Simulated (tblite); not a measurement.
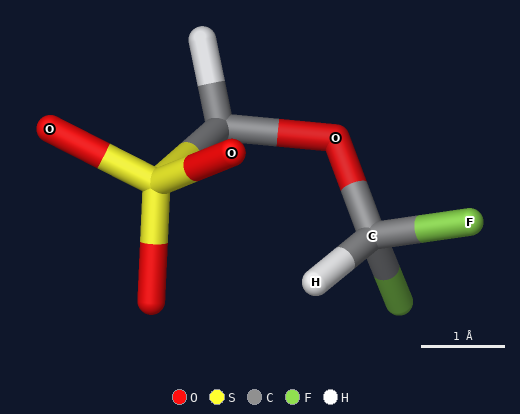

The input geometry (stick view, seen at a tilt). Bond lengths as drawn: C–F 1.35 to 1.38 Å, C–H 1.08 to 1.10 Å, C–O 1.34 to 1.42 Å, C–S 1.86 Å and O–S 1.45 to 1.46 Å.

**Molecular dynamics, with input and output: C2H3F2O4S (charge −1)**

System: C2H3F2O4S, charge −1, SMILES O=S(=O)([O-])COC(F)F.
Method: GFN2-xTB Langevin dynamics, gas phase (tblite 0.8.0).

**Input file**
```
{"job": {"kind": "md", "xc": "GFN2-xTB", "basis": "xTB", "temperature": 300, "steps": 2000, "every": 50}, "charge": -1, "multiplicity": 1}
O     -1.224850    -0.621248    -1.166144
S     -1.431283     0.295790    -0.058421
O     -2.760642     0.267022     0.530982
O     -0.912733     1.639316    -0.306312
C     -0.347927    -0.357908     1.299919
O      0.875474    -0.854577     0.789322
C      1.461612    -0.072779    -0.133357
F      2.455108     0.690538     0.453614
F      2.145841    -0.851405    -1.000510
H     -0.188462     0.453278     2.012798
H     -0.864391    -1.194464     1.757790
H      0.793452     0.605751    -0.676270
```

The first line tells a small driver script what to run in tblite; the rest is the geometry in Å.

Command:
```bash
OMP_NUM_THREADS=1 python <driver script> task.json out
```

**Output**
```
t/fs     T/K      E/eV
    0.0   261.5   -953.99398
   25.0   174.0   -953.69818
   50.0   241.1   -953.60849
   75.0   311.2   -953.77224
  100.0   325.8   -953.74392
  125.0   223.9   -953.54877
  150.0   231.3   -953.55147
  175.0   163.7   -953.50659
  200.0   292.3   -953.66856
  225.0   280.8   -953.73774
  250.0   226.0   -953.73367
  275.0   293.2   -953.67014
  300.0   332.9   -953.76510
  325.0   286.6   -953.70831
  350.0   266.6   -953.61479
  375.0   342.8   -953.76319
  400.0   237.8   -953.54037
  425.0   285.6   -953.55288
  450.0   326.8   -953.57243
  475.0   253.8   -953.37668
  500.0   310.9   -953.53654
  525.0   328.0   -953.46608
  550.0   315.6   -953.59201
  575.0   267.1   -953.54300
  600.0   192.3   -953.61283
  625.0   186.3   -953.60865
  650.0   234.0   -953.67353
  675.0   191.4   -953.70710
  700.0   240.5   -953.67692
  725.0   286.4   -953.64856
  750.0   274.9   -953.67004
  775.0   281.8   -953.69880
  800.0   258.6   -953.61701
  825.0   187.9   -953.55035
  850.0   385.7   -953.83774
  875.0   186.8   -953.58526
  900.0   267.9   -953.63421
  925.0   300.8   -953.60287
  950.0   290.1   -953.54155
  975.0   295.5   -953.67785
 1000.0   168.4   -953.58715
```

**Trajectory as extended XYZ (Å, eV, eV/Å), 8 of the 41 frames kept, from step=0 to step=40**
```
12
Properties=species:S:1:pos:R:3:forces:R:3 step=0 time_fs=0.0 energy=-953.99398 temperature=261.5
O    -1.2248   -0.6212   -1.1661    0.0042   0.0020   0.0037
S    -1.4313    0.2958   -0.0584   -0.0042   0.0047  -0.0056
O    -2.7606    0.2670    0.5310   -0.0009   0.0005   0.0028
O    -0.9127    1.6393   -0.3063   -0.0016  -0.0019  -0.0017
C    -0.3479   -0.3579    1.2999    0.0017   0.0018  -0.0010
O     0.8755   -0.8546    0.7893    0.0008   0.0001  -0.0022
C     1.4616   -0.0728   -0.1334    0.0052   0.0037   0.0031
F     2.4551    0.6905    0.4536   -0.0034  -0.0043  -0.0007
F     2.1458   -0.8514   -1.0005   -0.0043   0.0013   0.0042
H    -0.1885    0.4533    2.0128    0.0001  -0.0016  -0.0017
H    -0.8644   -1.1945    1.7578    0.0035  -0.0027  -0.0003
H     0.7935    0.6058   -0.6763   -0.0011  -0.0035  -0.0006
12
Properties=species:S:1:pos:R:3:forces:R:3 step=6 time_fs=150.0 energy=-953.55147 temperature=231.3
O    -1.6000   -0.2128   -1.1152   -0.0914  -2.1712  -2.3081
S    -1.6973    0.5745    0.0425    0.2184   2.9741   1.6357
O    -2.9258    0.5617    0.8157   -0.5531  -0.2755  -0.1412
O    -1.2386    1.9575   -0.2369    0.1925  -0.9166   0.5876
C    -0.5956   -0.1746    1.3320    1.1609   1.0377  -1.1999
O     0.5795   -0.8510    0.8165   -1.2283  -0.5456   0.5025
C     1.2991   -0.2108   -0.0994   -0.6613   0.8835   0.1774
F     2.1837    0.5659    0.5731    0.9677   0.8980   0.2463
F     2.0952   -1.0775   -0.7443   -0.2413  -0.1816  -0.3714
H    -0.3576    0.7786    1.8452    0.0294  -0.9848   0.3412
H    -1.2187   -0.9035    1.8014    0.0346  -0.0485   0.4731
H     0.7412    0.4886   -0.7731    0.1719  -0.6695   0.0569
12
Properties=species:S:1:pos:R:3:forces:R:3 step=11 time_fs=275.0 energy=-953.67014 temperature=293.2
O    -1.7264   -0.3341   -0.9369    0.4744   1.1712   1.8804
S    -1.6761    0.5288    0.3015   -1.0101  -1.2736  -1.3750
O    -2.9309    0.4917    1.0478    0.0954   0.4155  -0.1328
O    -1.1321    1.8622    0.0420    0.0591  -0.6653   0.3947
C    -0.6026   -0.3905    1.5515    0.0099   0.0491  -0.4966
O     0.4435   -1.0694    0.8687   -0.2629   0.2836   0.8764
C     0.9912   -0.2993   -0.0397    1.9237   0.5446  -0.4376
F     1.9613    0.6201    0.5408   -1.1623  -0.6587  -0.3580
F     1.8303   -1.0697   -0.7746   -0.1622  -0.0456  -0.1630
H    -0.2819    0.2854    2.3382    0.4629   0.3682  -0.2122
H    -1.1987   -1.1395    2.0351   -0.5049  -0.3946  -0.1565
H     0.3304    0.2572   -0.7087    0.0770   0.2055   0.1802
12
Properties=species:S:1:pos:R:3:forces:R:3 step=17 time_fs=425.0 energy=-953.55288 temperature=285.6
O    -1.8911   -0.1134   -0.6796    0.2230  -0.5625  -0.5944
S    -1.8611    0.3103    0.7087   -0.3920  -0.7862  -1.0766
O    -2.9848   -0.1971    1.4648   -0.6748   0.3983   0.5827
O    -1.5549    1.7105    0.7764    0.2599   0.9404   0.8454
C    -0.5339   -0.6591    1.5161    0.5581   0.1419  -0.5218
O     0.4523   -1.1353    0.5955   -0.9749  -1.5309   0.8167
C     0.8894   -0.3120   -0.3180    1.9353   0.6400   0.6238
F     1.5753    0.7312    0.2774   -0.4170   0.7973   0.1871
F     1.9677   -0.9155   -0.8907   -0.2044  -0.6891  -0.7440
H    -0.0144   -0.0152    2.2022   -0.0707   0.2718   0.6636
H    -1.0913   -1.4715    1.9847    0.5316   0.0428  -0.2358
H     0.2380    0.0784   -1.0664   -0.7741   0.3361  -0.5466
12
Properties=species:S:1:pos:R:3:forces:R:3 step=23 time_fs=575.0 energy=-953.54300 temperature=267.1
O    -1.8514   -0.7564   -0.5790    0.6716   0.2864   1.7265
S    -1.7874   -0.0827    0.7608   -2.7256  -2.6523  -1.3913
O    -2.9270   -0.4707    1.6302    1.0939   0.3063  -0.4537
O    -1.6425    1.3189    0.5895    0.6498   2.1085   0.1712
C    -0.3367   -0.6190    1.7465    0.3171  -0.9215  -1.5961
O     0.7152   -1.1630    0.9599    0.5406   1.1622  -0.0711
C     1.0467   -0.3430   -0.0924   -0.9014  -1.6806   0.0489
F     1.8244    0.6963    0.1628    1.1868   0.6622   0.8783
F     1.7444   -1.1254   -0.9453    0.1677   0.1364  -0.1902
H    -0.0857    0.2537    2.2574    0.6475   1.4216   0.8081
H    -0.6029   -1.3968    2.3959   -0.6198  -0.9326   0.8316
H     0.1766    0.0717   -0.5531   -1.0282   0.1032  -0.7622
12
Properties=species:S:1:pos:R:3:forces:R:3 step=29 time_fs=725.0 energy=-953.64856 temperature=286.4
O    -1.8948   -0.8689   -0.5794    0.2586  -0.8976  -1.1394
S    -1.8037   -0.1153    0.6329   -0.5459   1.9935   1.0205
O    -3.0142   -0.1749    1.4285   -0.1446  -0.7515   0.7735
O    -1.4508    1.3030    0.4504    0.7054  -0.6411  -0.2080
C    -0.3685   -0.8637    1.6223   -1.5604  -0.6622  -0.1896
O     0.5465   -1.3692    0.6983    1.2355   0.6243  -1.2209
C     0.8498   -0.4485   -0.3241   -1.4609  -0.5310   0.6139
F     1.6477    0.5448    0.0823    0.7350   0.3108   0.6338
F     1.5137   -1.0211   -1.3345    0.2160  -0.6052   0.1366
H     0.0201   -0.0891    2.2454    0.3710   0.5731   0.3495
H    -0.7649   -1.7040    2.2410    0.3661   0.5564  -0.6453
H    -0.0589    0.0134   -0.7140   -0.1758   0.0303  -0.1246
12
Properties=species:S:1:pos:R:3:forces:R:3 step=34 time_fs=850.0 energy=-953.83774 temperature=385.7
O    -2.0977   -0.6543   -0.6500    0.0152  -0.5132  -0.7293
S    -1.8446   -0.1132    0.6581   -0.2614   0.8621   0.5198
O    -2.8934   -0.3481    1.6267   -0.4790  -0.0056   0.2814
O    -1.3514    1.2590    0.6178    0.0241   0.0086   0.0774
C    -0.4854   -1.0615    1.4013   -0.2185  -0.8421  -0.9533
O     0.6556   -1.0722    0.5833    0.9941  -0.5559   0.7766
C     0.7709   -0.2933   -0.4641    0.5701   0.4325  -0.9468
F     1.8570    0.5909   -0.3533   -0.5345  -0.5039   0.1773
F     1.1805   -1.0851   -1.5171   -0.1188   0.3074   0.0515
H    -0.2922   -0.6557    2.3570    0.2909   0.6080   0.9137
H    -0.8124   -2.0987    1.4992   -0.1242   0.0645  -0.0229
H    -0.0969    0.2911   -0.7498   -0.1581   0.1378  -0.1455
12
Properties=species:S:1:pos:R:3:forces:R:3 step=40 time_fs=1000.0 energy=-953.58715 temperature=168.4
O    -2.2355   -0.8983   -0.3827   -0.0291   0.2349  -0.1161
S    -1.8185   -0.1595    0.7996   -1.1766  -0.8326   1.0239
O    -2.7368   -0.2852    1.9660    1.0882  -0.0882  -1.1166
O    -1.4282    1.2192    0.5530    0.6165  -0.1468  -0.1466
C    -0.3511   -1.1831    1.3941    0.3397   0.3045   0.4715
O     0.8502   -1.3220    0.6075   -0.3973   0.6512  -1.0669
C     0.9870   -0.5109   -0.5013   -0.5202   0.5637   1.2561
F     2.1288    0.2607   -0.4513    0.0242   0.1934   0.8610
F     1.2921   -1.2327   -1.5727   -0.5527  -0.8629  -0.8329
H    -0.0568   -0.7049    2.3117    0.1329   0.5892   0.5037
H    -0.7439   -2.1567    1.7328    0.1362   0.2219  -0.8803
H     0.1467    0.2234   -0.6664    0.3384  -0.8283   0.0431
```

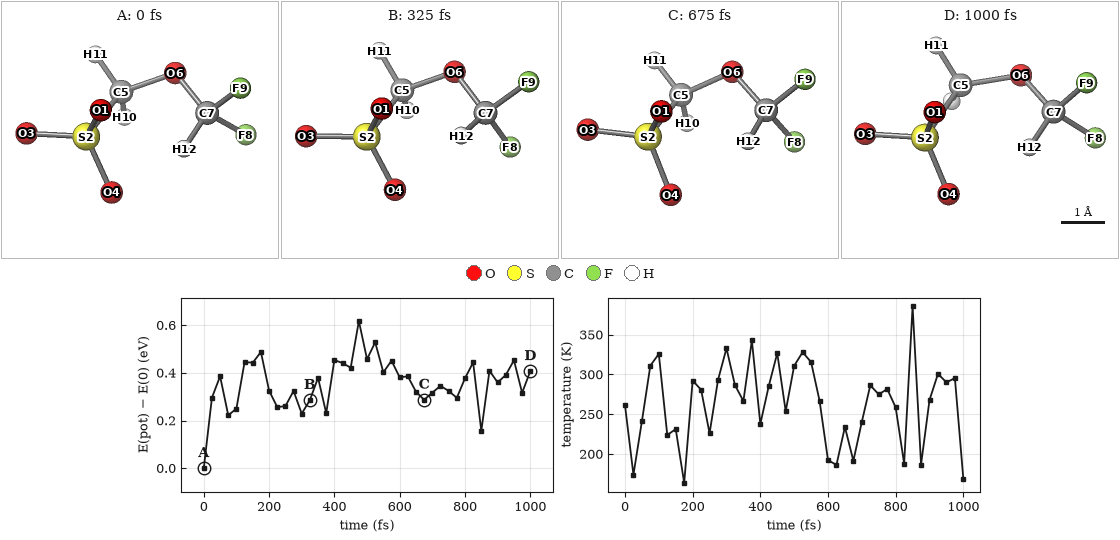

Frames of the molecular dynamics (ball-and-stick, seen at an oblique angle) above the curves, on which the letters mark them. The trajectory kept here has 41 frames over 1000 fs. The temperature starts at 262 K, ranges from 164 to 386 K and averages 260 K over the second half. The potential energy ends 0.407 eV above its first value. After an unweighted best fit of the last frame on the first, the root-mean-square displacement is 0.23 Å.

**Key numbers**

| quantity | value |
| --- | --- |
| outcome | finished |
| mean temperature over the second half | 260 K |
| trajectory | 41 frames kept, 1000 fs |
| hardware | 1 CPU thread, shared host |
| wall time | 11 s |
| peak memory | 0.18 GiB |
